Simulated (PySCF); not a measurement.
**C$_{3}$H$_{8}$O$_{3}$Si: NMR shielding calculation**

- system: C$_{3}$H$_{8}$O$_{3}$Si, SMILES CO[SiH2]OCC=O
- method: GIAO PBE0/pcSseg-1 NMR shielding, non-relativistic, gas phase (PySCF 2.14.0)

The geometry comes from this level: GFN2-xTB. It belongs to a series of runs on one base structure; here: H on C replaced by CHO. Figures and captions count atoms from 1; the log counts them from 0 in places.

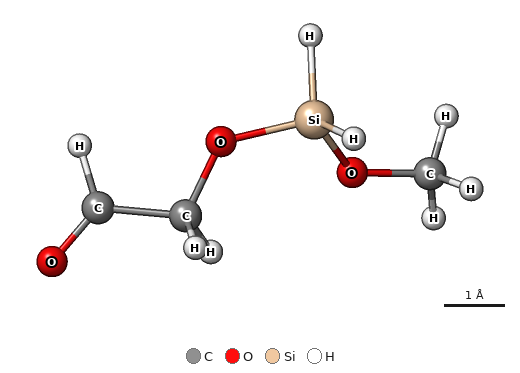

*The structure as given in the input (ball-and-stick view, seen at a tilt).*

Bond lengths as drawn: C–C 1.51 Å, C–H 1.09 to 1.11 Å, C–O 1.20 to 1.40 Å, H–Si 1.45 to 1.47 Å and O–Si 1.62 Å.

Summary

```json
{"quantity": "outcome", "value": "converged"}
{"quantity": "total energy", "value": "−633.781129 hartree"}
{"quantity": "HOMO", "value": "−7.49 eV"}
{"quantity": "LUMO", "value": "−0.76 eV"}
{"quantity": "dipole moment", "value": "3.93 D"}
{"quantity": "isotropic shielding, C", "value": "−26.2 to 135.8 ppm"}
{"quantity": "isotropic shielding, O", "value": "−364.4 to 322.3 ppm"}
{"quantity": "isotropic shielding, Si", "value": "382.1 ppm"}
{"quantity": "isotropic shielding, H", "value": "21.4 to 27.9 ppm"}
{"quantity": "hardware", "value": "1 CPU thread, shared host"}
{"quantity": "wall time", "value": "47 s"}
{"quantity": "peak memory", "value": "0.74 GiB"}
```

Input
```
{"job": {"kind": "nmr", "xc": "PBE0", "basis": "pcSseg-1"}, "charge": 0, "multiplicity": 1}
C     -2.735671     0.687561    -0.166204
O     -1.393761     0.304968    -0.186263
Si    -0.614762    -0.749208     0.769843
O      0.902372    -0.819616     0.212207
C      1.749985     0.226196    -0.142357
C      2.958287    -0.302199    -0.868083
O      3.877409     0.363108    -1.250813
H     -3.005640     1.112338     0.803041
H     -2.883625     1.437951    -0.943390
H     -3.383553    -0.169234    -0.362226
H     -0.675182    -0.276678     2.156255
H     -1.031179    -2.130960     0.598539
H      1.234263     0.942943    -0.795044
H      2.081635     0.777409     0.747982
H      2.915008    -1.396588    -1.019883
```

The first line tells a small driver script what to run in PySCF; the rest is the geometry in Å.

Command:
```bash
OMP_NUM_THREADS=1 python <driver script> task.json out
```

Log
```
coarse grid: 13104 points
cycle   1  E = -633.4863166132  dE =  1.056e+00  |g| = 1.106e+00  |ddm| = 3.392e+00
cycle   2  E = -632.9648332744  dE =  5.215e-01  |g| = 1.994e+00  |ddm| = 2.400e+00
cycle   3  E = -633.6985833782  dE = -7.338e-01  |g| = 2.304e-01  |ddm| = 1.761e+00
cycle   4  E = -633.7066510793  dE = -8.068e-03  |g| = 1.139e-01  |ddm| = 2.305e-01
cycle   5  E = -633.7088816110  dE = -2.231e-03  |g| = 1.364e-02  |ddm| = 8.585e-02
cycle   6  E = -633.7089170159  dE = -3.540e-05  |g| = 4.850e-03  |ddm| = 1.258e-02
cycle   7  E = -633.7089215337  dE = -4.518e-06  |g| = 1.224e-03  |ddm| = 4.472e-03
final grid: 122152 points
cycle   8  E = -633.7810870544  dE = -5.189e-06  |g| = 1.534e-02  |ddm| = 1.929e-02
cycle   9  E = -633.7810034829  dE =  8.357e-05  |g| = 2.645e-02  |ddm| = 2.418e-02
cycle  10  E = -633.7811270827  dE = -1.236e-04  |g| = 3.153e-03  |ddm| = 1.694e-02
cycle  11  E = -633.7811288930  dE = -1.810e-06  |g| = 3.664e-04  |ddm| = 2.112e-03
cycle  12  E = -633.7811289167  dE = -2.369e-08  |g| = 1.232e-04  |ddm| = 3.977e-04
cycle  13  E = -633.7811289199  dE = -3.196e-09  |g| = 2.135e-05  |ddm| = 1.121e-04
cycle  14  E = -633.7811289200  dE = -9.038e-11  |g| = 5.671e-06  |ddm| = 2.435e-05
```

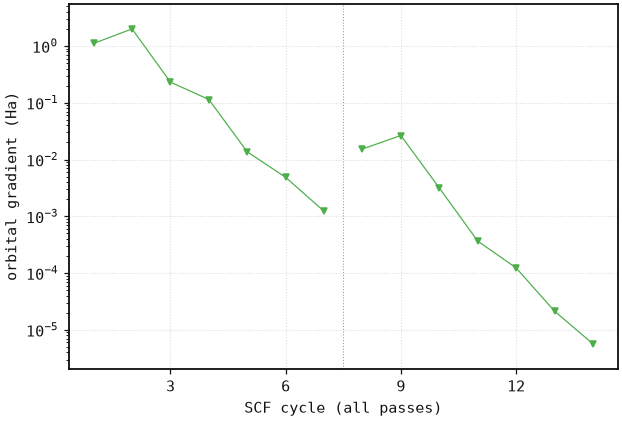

*Convergence of the self-consistent field: orbital gradient against the SCF cycle. The dotted line marks the change from a coarse to the final integration grid.*

The first 7 cycles use a coarse grid, the final grid takes over at cycle 8, and the field converges after 14 cycles in all.

```
converged SCF energy = -633.7811289200

GIAO shielding tensors (ppm)
atom      isotropic    diamagn.    paramagn.     s11        s22        s33       span
  0 C      135.774     239.834    -104.060    109.350    112.765    185.206     75.856
  1 O      322.338     402.991     -80.653    279.189    326.209    361.618     82.429
  2 Si     382.087     882.696    -500.610    359.332    376.486    410.441     51.109
  3 O      303.289     398.509     -95.220    254.155    307.079    348.633     94.478
  4 C      116.337     247.358    -131.021    100.102    108.188    140.722     40.620
  5 C      -26.224     249.313    -275.537   -107.804    -43.883     73.014    180.818
  6 O     -364.382     392.122    -756.504  -1031.991   -441.514    380.360   1412.351
  7 H       27.919      27.814       0.104     23.794     25.807     34.155     10.361
  8 H       27.668      27.847      -0.179     23.467     25.639     33.898     10.431
  9 H       27.910      27.374       0.535     23.665     25.748     34.316     10.650
 10 H       26.699      31.152      -4.454     23.580     24.677     31.839      8.259
 11 H       26.931      31.071      -4.140     23.373     24.988     32.431      9.057
 12 H       27.202      32.033      -4.832     21.922     27.422     32.261     10.340
 13 H       27.520      30.085      -2.566     23.339     26.502     32.718      9.379
 14 H       21.450      27.468      -6.018     18.849     20.887     24.612      5.762
```

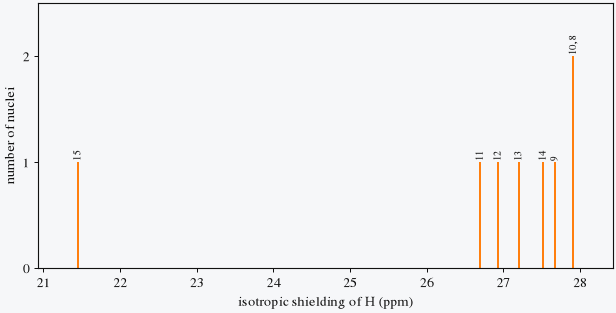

*Isotropic shieldings of the hydrogen nuclei in this fixed geometry, labelled by atom number; shielding grows to the right, so chemical shift grows to the left.*

The least shielded is H15 (21.4 ppm), the most shielded H8 (27.9 ppm).

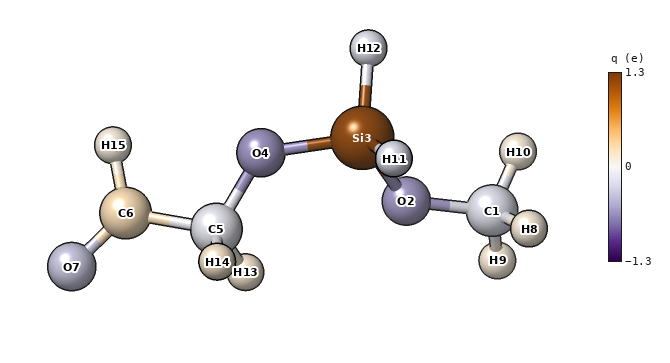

*IAO charges, as the colour of each atom (ball-and-stick view, seen at a tilt; atoms are numbered from 1 in the order of the input).*

By element: C −0.20 to +0.27, O −0.65 to −0.38, Si +1.22 and H −0.19 to +0.16 e.
